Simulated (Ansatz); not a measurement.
## Molecular dynamics of SiH$_{7}$O$_{3}$F (part 4 of 5)

SiH$_{7}$O$_{3}$F; UKS r2SCAN-D4/STO-3G (Ansatz 0.2.0). The run did not end well. It belongs to a series of runs on one base structure; here: dynamics from the start. The run did not end well; see the last part.

Geometry of the input (Å):
```
Si -1.0526  0.2614  -0.6996
O  -0.5401  -0.7937  0.9989
H  -0.5148  -0.4933  -1.8162
H  -2.4394  -0.1521  -0.4882
O  -1.3480  1.8369  -0.5405
H  1.6052  0.0110  0.0368
F  0.8845  0.7594  -0.5710
H  0.7176  -1.0040  1.0227
O  1.9664  -0.9660  0.7660
H  -0.7472  -0.2484  1.7545
H  -0.6471  2.4820  -0.6231
H  2.1155  -1.6931  0.1598
```

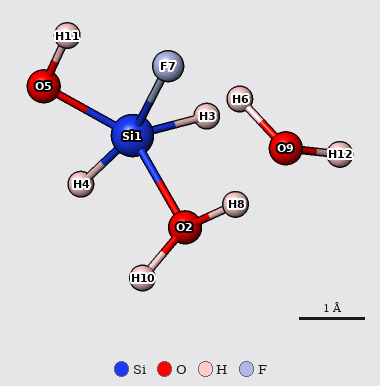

The geometry at step 79 of the log (ball-and-stick view, seen at a tilt; atoms are numbered from 1 in the order of the input).

### Trajectory as extended XYZ, continued
```
12
Properties=species:S:1:pos:R:3:forces:R:3 step=57 time_fs=28.5 energy=-16628.53035 temperature=1217.1
Si   -0.9612    0.1713   -0.5943    0.8422   2.9117   1.1129
O    -0.4548   -0.7250    0.8189   -0.5979  -2.0917  -0.1487
H    -0.4846   -0.6079   -1.6821   -0.6242  -0.9879  -0.9848
H    -2.2956   -0.0865   -0.0254   -0.4027  -0.2223  -1.3480
O    -1.2447    1.8331   -0.5967   -3.2541   0.3098  -0.0106
H     1.4769   -0.1098   -0.0252   -0.4775   1.9423  -0.7517
F     0.7612    0.7938   -0.4580    0.9741  -0.3633  -0.4941
H     0.6085   -0.9145    1.0124    1.7399  -0.1149  -0.1836
O     1.7881   -0.8931    0.6710    1.1670  -3.5002  -0.4416
H    -0.9175   -0.4016    1.5949   -1.2556   0.6835   2.1219
H    -0.4542    2.4260   -0.6338    1.6676  -0.2080  -0.3691
H     1.7675   -1.7264    0.0001    0.2212   1.6410   1.4975
12
Properties=species:S:1:pos:R:3:forces:R:3 step=60 time_fs=30.0 energy=-16628.45670 temperature=1165.3
Si   -0.9629    0.1809   -0.5985    0.5213   1.6088   1.7867
O    -0.4598   -0.7380    0.8249   -1.9699  -0.5481   4.0495
H    -0.4744   -0.6334   -1.6612   -0.5628  -0.8586  -0.8744
H    -2.3065    0.0200   -0.0523   -0.6647  -0.7084  -1.2009
O    -1.2415    1.8133   -0.5995   -0.7528   3.2361  -0.2106
H     1.4170   -0.0666   -0.0784    0.4038   0.6392   0.3287
F     0.7597    0.8048   -0.4591    1.1240  -0.1538  -0.6253
H     0.6843   -0.9154    1.0225    0.1410  -0.1934  -0.3015
O     1.7916   -0.8945    0.6725    1.3592  -3.4080  -2.3703
H    -0.9391   -0.4325    1.7328    1.0525  -0.6619  -2.6940
H    -0.4067    2.4469   -0.6443   -0.7386  -1.7787  -0.2798
H     1.7759   -1.7738   -0.0165    0.0870   2.8267   2.3919
12
Properties=species:S:1:pos:R:3:forces:R:3 step=62 time_fs=31.0 energy=-16628.23882 temperature=1000.0
Si   -0.9637    0.1880   -0.6006    0.1854   0.3478   1.9700
O    -0.4646   -0.7471    0.8316   -2.0027  -0.1917   4.7980
H    -0.4744   -0.6609   -1.6580   -0.5771  -0.5231  -0.5389
H    -2.3214    0.0831   -0.0848   -0.7125  -1.0002  -1.0876
O    -1.2402    1.8022   -0.6014    0.2188   4.5074  -0.3327
H     1.3807   -0.0284   -0.1114    1.0837  -0.3086   0.9490
F     0.7594    0.8121   -0.4603    0.9983   0.2766  -0.8201
H     0.7388   -0.9183    1.0258   -0.8645  -0.2720  -0.1660
O     1.7950   -0.8980    0.6720    1.7340  -2.5388  -2.7150
H    -0.9439   -0.4594    1.7990    1.4525  -0.7462  -3.9808
H    -0.3805    2.4418   -0.6548   -1.5314  -2.1105  -0.2212
H     1.7828   -1.7731   -0.0001    0.0154   2.5593   2.1453
12
Properties=species:S:1:pos:R:3:forces:R:3 step=64 time_fs=32.0 energy=-16628.20117 temperature=970.0
Si   -0.9646    0.1953   -0.6019   -0.2108  -0.9733   2.0363
O    -0.4706   -0.7564    0.8411   -1.6774  -0.0749   4.4097
H    -0.4799   -0.6933   -1.6598   -0.6052  -0.0909  -0.1290
H    -2.3430    0.1368   -0.1277   -0.6154  -1.2726  -0.9666
O    -1.2387    1.7939   -0.6036    0.5570   5.1141  -0.4330
H     1.3547    0.0068   -0.1354    1.7235  -1.2252   1.4242
F     0.7596    0.8195   -0.4618    0.7112   0.8166  -1.0386
H     0.7850   -0.9237    1.0276   -1.7360  -0.3003   0.0725
O     1.7994   -0.9031    0.6698    2.1605  -0.9400  -2.2106
H    -0.9351   -0.4932    1.8278    1.3245  -0.5258  -4.1511
H    -0.3686    2.4168   -0.6674   -1.6229  -1.8553  -0.1747
H     1.7898   -1.7485    0.0364   -0.0089   1.3278   1.1611
12
Properties=species:S:1:pos:R:3:forces:R:3 step=66 time_fs=33.0 energy=-16628.28654 temperature=1032.7
Si   -0.9655    0.2023   -0.6026   -0.6235  -2.1641   2.0441
O    -0.4775   -0.7657    0.8533   -0.9788  -0.1492   3.0144
H    -0.4913   -0.7266   -1.6630   -0.6143   0.3353   0.2425
H    -2.3705    0.1782   -0.1799   -0.3766  -1.5223  -0.8282
O    -1.2370    1.7886   -0.6061    0.2226   5.0493  -0.4827
H     1.3451    0.0305   -0.1460    2.0604  -1.7866   1.6687
F     0.7602    0.8273   -0.4639    0.5156   1.0647  -1.1309
H     0.8148   -0.9320    1.0300   -2.2567  -0.2298   0.2463
O     1.8051   -0.9086    0.6663    2.2684   1.6811  -0.6676
H    -0.9139   -0.5319    1.8174    0.7497  -0.0994  -3.2473
H    -0.3717    2.3744   -0.6817   -0.9971  -1.0727  -0.1633
H     1.7968   -1.7119    0.0835    0.0302  -1.1063  -0.6960
12
Properties=species:S:1:pos:R:3:forces:R:3 step=68 time_fs=34.0 energy=-16628.28783 temperature=1033.2
Si   -0.9666    0.2085   -0.6026   -0.9835  -3.1078   1.9979
O    -0.4850   -0.7751    0.8672    0.3264  -0.4897   0.1912
H    -0.5085   -0.7567   -1.6638   -0.5839   0.6785   0.5063
H    -2.4015    0.2051   -0.2400   -0.0354  -1.7242  -0.6554
O    -1.2351    1.7864   -0.6088   -0.8176   4.3768  -0.4363
H     1.3549    0.0376   -0.1407    1.8541  -1.6935   1.5792
F     0.7611    0.8357   -0.4666    0.6547   0.6769  -0.9684
H     0.8234   -0.9424    1.0347   -2.2485  -0.0845   0.1883
O     1.8122   -0.9131    0.6624    1.8377   4.5062   1.3055
H    -0.8859   -0.5715    1.7769   -0.4473   0.5740  -0.7826
H    -0.3840    2.3219   -0.6976    0.3444   0.1282  -0.2217
H     1.8040   -1.6862    0.1237    0.0991  -3.8409  -2.7039
12
Properties=species:S:1:pos:R:3:forces:R:3 step=70 time_fs=35.0 energy=-16628.20800 temperature=974.2
Si   -0.9680    0.2136   -0.6019   -1.2218  -3.7389   1.8582
O    -0.4924   -0.7849    0.8812    2.2057  -1.0803  -3.9966
H    -0.5312   -0.7804   -1.6600   -0.5029   0.8914   0.6352
H    -2.4327    0.2155   -0.3063    0.3469  -1.8323  -0.4386
O    -1.2338    1.7868   -0.6118   -2.1484   3.5233  -0.2955
H     1.3821    0.0287   -0.1206    1.2198  -1.1309   1.1812
F     0.7622    0.8443   -0.4697    1.0237  -0.1647  -0.6038
H     0.8107   -0.9536    1.0410   -1.8287   0.0623  -0.0997
O     1.8203   -0.9151    0.6593    1.0802   4.8340   1.8444
H    -0.8626   -0.6054    1.7299   -2.2261   1.4299   3.2181
H    -0.3928    2.2708   -0.7157    1.9175   1.3095  -0.3389
H     1.8122   -1.6957    0.1392    0.1341  -4.1034  -2.9641
12
Properties=species:S:1:pos:R:3:forces:R:3 step=72 time_fs=36.0 energy=-16628.29627 temperature=1044.5
Si   -0.9699    0.2175   -0.6005   -1.3149  -3.9958   1.5877
O    -0.4984   -0.7952    0.8928    3.2897  -1.3969  -6.4026
H    -0.5587   -0.7957   -1.6501   -0.3602   0.9466   0.6273
H    -2.4607    0.2085   -0.3767    0.7056  -1.8036  -0.1817
O    -1.2337    1.7893   -0.6149   -2.6390   3.2485  -0.2113
H     1.4209    0.0090   -0.0892    0.4958  -0.5068   0.5913
F     0.7639    0.8529   -0.4732    1.3266  -1.0011  -0.2093
H     0.7805   -0.9642    1.0463   -1.2586   0.1891  -0.4313
O     1.8291   -0.9142    0.6572    0.3578   2.1309   0.7383
H    -0.8601   -0.6259    1.7129   -3.2323   1.8564   5.6086
H    -0.3839    2.2316   -0.7369    2.5065   1.7270  -0.3654
H     1.8217   -1.7425    0.1276    0.1231  -1.3942  -1.3516
12
Properties=species:S:1:pos:R:3:forces:R:3 step=75 time_fs=37.5 energy=-16628.69605 temperature=1344.8
Si   -0.9736    0.2207   -0.5975   -1.2454  -3.6501   1.0364
O    -0.5040   -0.8123    0.9037    0.9762  -0.5026  -1.8417
H    -0.6058   -0.8021   -1.6245   -0.0126   0.7242   0.3689
H    -2.4892    0.1663   -0.4848    1.0840  -1.4982   0.2603
O    -1.2362    1.7969   -0.6200   -0.8760   4.0511  -0.4962
H     1.4864   -0.0281   -0.0337   -0.3378   0.2656  -0.4551
F     0.7678    0.8648   -0.4785    1.3861  -1.7827   0.2062
H     0.7145   -0.9764    1.0461   -0.3816   0.3645  -0.6114
O     1.8426   -0.9110    0.6547   -0.2968  -2.0606  -0.4485
H    -0.9089   -0.6258    1.7765   -0.9756   0.8216   1.1624
H    -0.3300    2.2015   -0.7745    0.5997   0.7623   0.0461
H     1.8380   -1.8288    0.0907    0.0799   2.5048   0.7728
12
Properties=species:S:1:pos:R:3:forces:R:3 step=77 time_fs=38.5 energy=-16628.52814 temperature=1219.8
Si   -0.9765    0.2213   -0.5950   -1.1386  -3.0644   0.7371
O    -0.5068   -0.8241    0.9091   -1.1131   0.2065   1.3534
H    -0.6378   -0.7974   -1.6027    0.3085   0.4066   0.0452
H    -2.4958    0.1197   -0.5544    1.1772  -1.1696   0.5801
O    -1.2388    1.8049   -0.6237    0.5720   4.4124  -0.7889
H     1.5272   -0.0507   -0.0007   -0.6884   0.7254  -1.1313
F     0.7712    0.8716   -0.4819    1.2197  -2.0085   0.3478
H     0.6647   -0.9804    1.0389    0.2826   0.4233  -0.4685
O     1.8515   -0.9101    0.6528   -0.4912  -3.5140  -0.3273
H    -0.9570   -0.6141    1.8410    0.8247   0.0080  -2.0441
H    -0.2837    2.1921   -0.7996   -1.0111  -0.0048   0.4379
H     1.8498   -1.8617    0.0725    0.0577   3.5791   1.2586
12
Properties=species:S:1:pos:R:3:forces:R:3 step=79 time_fs=39.5 energy=-16628.22871 temperature=993.1
Si   -0.9799    0.2209   -0.5923   -1.0385  -2.3698   0.5770
O    -0.5102   -0.8358    0.9153   -2.6443   0.6993   2.6866
H    -0.6668   -0.7888   -1.5805    0.6843   0.0195  -0.3558
H    -2.4912    0.0621   -0.6183    1.1161  -0.7878   0.9004
O    -1.2411    1.8156   -0.6278    1.4204   4.2359  -0.9780
H     1.5614   -0.0664    0.0216   -0.8845   1.0602  -1.5972
F     0.7752    0.8774   -0.4852    0.9961  -2.0866   0.4135
H     0.6178   -0.9804    1.0273    1.0676   0.4016  -0.2032
O     1.8600   -0.9113    0.6508   -0.6370  -3.9161   0.1398
H    -0.9978   -0.6022    1.8869    1.8473  -0.4776  -3.5194
H    -0.2467    2.1830   -0.8206   -1.9730  -0.4343   0.7263
H     1.8623   -1.8609    0.0660    0.0455   3.6557   1.2100
12
Properties=species:S:1:pos:R:3:forces:R:3 step=81 time_fs=40.5 energy=-16628.16163 temperature=941.2
Si   -0.9836    0.2196   -0.5894   -0.9390  -1.7333   0.5279
O    -0.5152   -0.8470    0.9230   -3.5889   1.0198   2.7181
H    -0.6892   -0.7801   -1.5617    1.0754  -0.3363  -0.7475
H    -2.4760   -0.0032   -0.6737    0.8984  -0.3883   1.1955
O    -1.2425    1.8288   -0.6326    1.6468   3.5981  -1.0186
H     1.5872   -0.0722    0.0289   -0.9209   1.0879  -1.6455
F     0.7798    0.8821   -0.4883    0.7860  -2.0890   0.4398
H     0.5811   -0.9766    1.0138    1.8586   0.3214   0.0736
O     1.8682   -0.9148    0.6488   -0.8831  -3.0049   0.7502
H    -1.0213   -0.5946    1.8999    2.2414  -0.6864  -3.7818
H    -0.2281    2.1699   -0.8348   -2.2261  -0.5134   0.8531
H     1.8752   -1.8257    0.0709    0.0514   2.7242   0.6353
12
Properties=species:S:1:pos:R:3:forces:R:3 step=83 time_fs=41.5 energy=-16628.33845 temperature=1073.7
Si   -0.9876    0.2177   -0.5863   -0.7952  -1.3112   0.5018
O    -0.5223   -0.8577    0.9323   -3.6434   1.1178   1.7783
H    -0.7014   -0.7744   -1.5500    1.4178  -0.5328  -1.0124
H    -2.4523   -0.0721   -0.7177    0.5492  -0.0076   1.4352
O    -1.2429    1.8441   -0.6379    1.3127   2.6290  -0.9052
H     1.6043   -0.0677    0.0207   -0.8348   0.7853  -1.2290
F     0.7847    0.8858   -0.4911    0.6286  -2.0681   0.4573
H     0.5619   -0.9697    1.0009    2.3261   0.2271   0.2593
O     1.8758   -0.9201    0.6473   -1.2982  -0.4364   1.6843
H    -1.0236   -0.5935    1.8772    2.0795  -0.6234  -3.0838
H    -0.2305    2.1520   -0.8409   -1.8354  -0.2845   0.8018
H     1.8886   -1.7653    0.0813    0.0933   0.5046  -0.6876
12
Properties=species:S:1:pos:R:3:forces:R:3 step=85 time_fs=42.5 energy=-16628.46575 temperature=1169.4
Si   -0.9919    0.2154   -0.5830   -0.5664  -1.2008   0.4170
O    -0.5316   -0.8677    0.9426   -2.3008   0.8086  -0.4263
H    -0.7001   -0.7737   -1.5478    1.6369  -0.4727  -1.0529
H    -2.4234   -0.1411   -0.7480    0.1244   0.3173   1.5876
O    -1.2426    1.8611   -0.6438    0.3800   1.4347  -0.6332
H     1.6135   -0.0558    0.0009   -0.7241   0.3922  -0.5639
F     0.7900    0.8884   -0.4937    0.5346  -2.0388   0.4801
H     0.5647   -0.9607    0.9903    2.1904   0.1205   0.3033
O     1.8827   -0.9255    0.6468   -1.8075   3.1349   3.0456
H    -1.0065   -0.5981    1.8258    1.1369  -0.1249  -1.0802
H    -0.2500    2.1316   -0.8394   -0.7836   0.1950   0.5687
H     1.9029   -1.7006    0.0847    0.1791  -2.5660  -2.6458
12
Properties=species:S:1:pos:R:3:forces:R:3 step=87 time_fs=43.5 energy=-16628.37857 temperature=1104.4
Si   -0.9964    0.2126   -0.5796   -0.2442  -1.3728   0.2481
O    -0.5422   -0.8773    0.9526    0.4462  -0.1130  -4.2048
H    -0.6832   -0.7774   -1.5556    1.6714  -0.1579  -0.8494
H    -2.3932   -0.2072   -0.7631   -0.2971   0.5605   1.6270
O    -1.2420    1.8789   -0.6501   -1.0755   0.1641  -0.2434
H     1.6157   -0.0400   -0.0244   -0.6664   0.1551   0.0427
F     0.7955    0.8900   -0.4961    0.4956  -1.9849   0.5070
H     0.5881   -0.9505    0.9827    1.5803  -0.0485   0.2246
O     1.8884   -0.9292    0.6481   -2.1732   4.9674   3.4980
H    -0.9791   -0.6035    1.7651   -0.7726   1.0354   2.5433
H    -0.2767    2.1131   -0.8326    0.8186   0.7885   0.2068
H     1.9189   -1.6594    0.0634    0.2170  -3.9940  -3.6000
12
Properties=species:S:1:pos:R:3:forces:R:3 step=89 time_fs=44.5 energy=-16628.29960 temperature=1047.6
Si   -1.0010    0.2094   -0.5761    0.1399  -1.6609   0.0202
O    -0.5525   -0.8869    0.9601    2.9290  -1.1352  -7.4595
H    -0.6505   -0.7825   -1.5714    1.4985   0.3023  -0.4679
H    -2.3659   -0.2680   -0.7628   -0.6373   0.7179   1.5423
O    -1.2422    1.8968   -0.6565   -2.3981  -0.9113   0.1012
H     1.6114   -0.0226   -0.0493   -0.6551   0.1109   0.4398
F     0.8013    0.8906   -0.4982    0.5029  -1.8902   0.5309
H     0.6267   -0.9409    0.9771    0.8767  -0.2839   0.0970
O     1.8929   -0.9300    0.6514   -2.1093   3.4586   1.6098
H    -0.9591   -0.5988    1.7286   -2.4521   2.3039   5.6841
H    -0.2956    2.1021   -0.8237    2.2671   1.2265  -0.1067
H     1.9368   -1.6544    0.0093    0.0378  -2.2385  -1.9911
12
Properties=species:S:1:pos:R:3:forces:R:3 step=92 time_fs=46.0 energy=-16628.60825 temperature=1278.3
Si   -1.0078    0.2034   -0.5708    0.6948  -1.9106  -0.3271
O    -0.5648   -0.9025    0.9634    1.9551   0.0209  -4.2776
H    -0.5757   -0.7833   -1.6020    0.9151   0.9460   0.2037
H    -2.3369   -0.3460   -0.7353   -0.8876   0.8352   1.2090
O    -1.2450    1.9225   -0.6661   -1.9826  -1.6509   0.1498
H     1.5934    0.0057   -0.0784   -0.6079   0.2069   0.7007
F     0.8105    0.8897   -0.5008    0.5962  -1.6831   0.5599
H     0.6984   -0.9322    0.9703   -0.0003  -0.6130  -0.0182
O     1.8973   -0.9277    0.6577   -1.3450   0.1957  -2.1751
H    -0.9691   -0.5524    1.7682   -0.8137   1.3277   2.4398
H    -0.2837    2.1073   -0.8124    1.9175   1.1117  -0.0926
H     1.9633   -1.6787   -0.0989   -0.4415   1.2136   1.6277
12
Properties=species:S:1:pos:R:3:forces:R:3 step=94 time_fs=47.0 energy=-16628.55511 temperature=1239.4
Si   -1.0120    0.1987   -0.5674    0.9731  -1.8634  -0.4809
O    -0.5714   -0.9130    0.9619    0.4857   1.5669  -0.6638
H    -0.5140   -0.7734   -1.6210    0.4013   1.2002   0.5794
H    -2.3278   -0.3881   -0.7020   -0.8641   0.8786   0.8990
O    -1.2484    1.9385   -0.6723   -0.3625  -1.7148  -0.0082
H     1.5740    0.0269   -0.0898   -0.4892   0.2472   0.7478
F     0.8170    0.8881   -0.5022    0.6478  -1.4857   0.5742
H     0.7474   -0.9333    0.9656   -0.5328  -0.7715  -0.0178
O     1.8991   -0.9258    0.6605   -0.7171  -0.7144  -3.5176
H    -0.9888   -0.5035    1.8304    0.8502  -0.1973  -1.1399
H    -0.2521    2.1244   -0.8060    0.2671   0.6737   0.1166
H     1.9764   -1.6852   -0.1567   -0.6595   2.1807   2.9112
12
Properties=species:S:1:pos:R:3:forces:R:3 step=96 time_fs=48.0 energy=-16628.28372 temperature=1034.6
Si   -1.0159    0.1933   -0.5642    1.1536  -1.6822  -0.5209
O    -0.5777   -0.9226    0.9600   -0.1805   2.5683   1.3322
H    -0.4486   -0.7522   -1.6344   -0.1334   1.2746   0.8280
H    -2.3269   -0.4219   -0.6601   -0.7172   0.9244   0.5639
O    -1.2521    1.9534   -0.6785    1.1302  -1.7355  -0.1011
H     1.5500    0.0504   -0.0939   -0.2723   0.1876   0.7665
F     0.8238    0.8856   -0.5034    0.6097  -1.1939   0.5733
H     0.7913   -0.9418    0.9609   -1.0453  -0.8715   0.0330
O     1.9005   -0.9243    0.6613   -0.1483  -0.8468  -3.9726
H    -1.0010   -0.4561    1.8828    1.6290  -1.1840  -3.0822
H    -0.2177    2.1479   -0.7986   -1.2741   0.2363   0.2644
H     1.9832   -1.6713   -0.1872   -0.7514   2.3229   3.3153
12
Properties=species:S:1:pos:R:3:forces:R:3 step=98 time_fs=49.0 energy=-16628.15257 temperature=934.5
Si   -1.0194    0.1873   -0.5612    1.2425  -1.3882  -0.4387
O    -0.5841   -0.9307    0.9588   -0.2770   3.0518   2.0546
H    -0.3844   -0.7189   -1.6401   -0.6314   1.1730   0.9226
H    -2.3329   -0.4468   -0.6129   -0.4954   0.9790   0.2330
O    -1.2551    1.9673   -0.6848    1.9809  -1.8385  -0.0797
H     1.5235    0.0756   -0.0908    0.0429  -0.0145   0.8095
F     0.8310    0.8826   -0.5042    0.4405  -0.7712   0.5409
H     0.8253   -0.9585    0.9564   -1.4308  -0.8832   0.1062
O     1.9019   -0.9232    0.6597    0.1954  -0.3836  -3.6122
H    -0.9980   -0.4198    1.9064    1.8023  -1.6538  -3.7557
H    -0.1952    2.1737   -0.7887   -2.1641  -0.0807   0.2997
H     1.9829   -1.6355   -0.1864   -0.7059   1.8099   2.9197
12
Properties=species:S:1:pos:R:3:forces:R:3 step=100 time_fs=50.0 energy=-16628.27099 temperature=1022.9
Si   -1.0225    0.1809   -0.5583    1.2630  -0.9761  -0.2466
O    -0.5906   -0.9369    0.9589   -0.0334   3.1298   1.9384
H    -0.3262   -0.6744   -1.6370   -1.0469   0.9127   0.8524
H    -2.3435   -0.4623   -0.5634   -0.2518   1.0312  -0.0717
O    -1.2570    1.9801   -0.6911    2.1186  -2.0562   0.0301
H     1.4974    0.1006   -0.0798    0.4237  -0.3505   0.9018
F     0.8383    0.8792   -0.5047    0.1518  -0.2280   0.4722
H     0.8457   -0.9836    0.9530   -1.5222  -0.7674   0.1570
O     1.9033   -0.9224    0.6560    0.0720   0.8124  -2.1174
H    -0.9779   -0.3990    1.8945    1.6291  -1.7320  -3.5958
H    -0.1930    2.1989   -0.7760   -2.3230  -0.2535   0.2482
H     1.9760   -1.5829   -0.1583   -0.4809   0.4775   1.4314
```
